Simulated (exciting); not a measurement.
Consider RbAsF6, space group R-3.

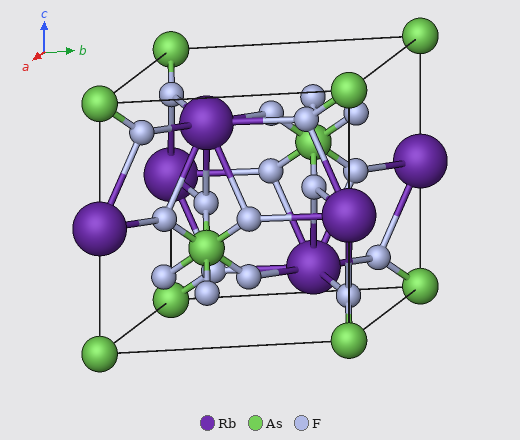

The structure (rubidium purple, arsenic green, fluorine light blue). Bonds to atoms that aren't drawn are left out. Some periodic images of atoms are drawn too.

```cif
data_structure
_symmetry_space_group_name_H-M 'P 1'
_symmetry_Int_Tables_number 1
_cell_length_a 4.9554
_cell_length_b 4.9554
_cell_length_c 4.9554
_cell_angle_alpha 97.213
_cell_angle_beta 97.213
_cell_angle_gamma 97.213
_cell_volume 118.53
loop_
_atom_site_label
_atom_site_type_symbol
_atom_site_fract_x
_atom_site_fract_y
_atom_site_fract_z
_atom_site_occupancy
Rb1 Rb 0.50000 0.50000 0.50000 1
As2 As 0.00000 0.00000 0.00000 1
F3 F 0.71201 0.79961 0.07741 1
F4 F 0.92259 0.28799 0.20039 1
F5 F 0.20039 0.92259 0.28799 1
F6 F 0.28799 0.20039 0.92259 1
F7 F 0.79961 0.07741 0.71201 1
F8 F 0.07741 0.71201 0.79961 1
```

Absorber: atom 3, with 1 As at 1.75 Å (terminal, site symmetry 1). Method: exciting, all-electron LAPW+lo, LDA, exchange and screened direct term (singlet BSE), 3×3×3 shifted k points, 45 conduction bands, |G+q| up to 3 bohr⁻¹, full RPA screening with nempty = 78, Lorentzian half width 0.45 eV.

**Question.** What does the F K spectrum look like, and is there a bound core exciton?

Bound core exciton? Yes on this mesh: the first bright state (over 5 % of the brightest) lies at -4.29 eV from the Kohn–Sham onset and at -4.52 eV from the lowest bare transition of its own mesh; weaker or dark states reach down to -4.35 eV. Maxima (height): -4.3 eV (0.91), 1.8 eV (1.00), 3.2 eV (0.45), 7.2 eV (0.32) and 15.8 eV (0.14).

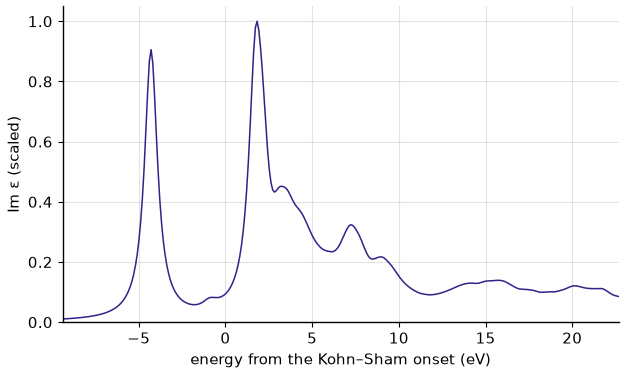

Energy from the Kohn–Sham onset, core level to the lowest empty state found on the meshes used; Im ε in relative units.

With 27 k points the binding energies are rough, and fine structure above the first lines is partly noise of the mesh. Exchange and the short-range direct term aren't converged in the kernel cutoff. The zero comes from the unshifted 3×3×3 ground-state mesh; it is exact only where the band minimum lies on that mesh. The structure is a Materials Project entry, computed there, and may be a hypothetical form.

[Banner, clock and machine lines of the logs are left out without a mark of their own.]

[Logs are printed without paths, hosts, clocks, repeated set-up lines and the standing remarks that a program may print on its own settings, such as how far it seeks lower states.]

[Hosts, paths, dates, database ids (printed as entryN), source tags and the programs' standing remarks are cut or masked in the printed files.]
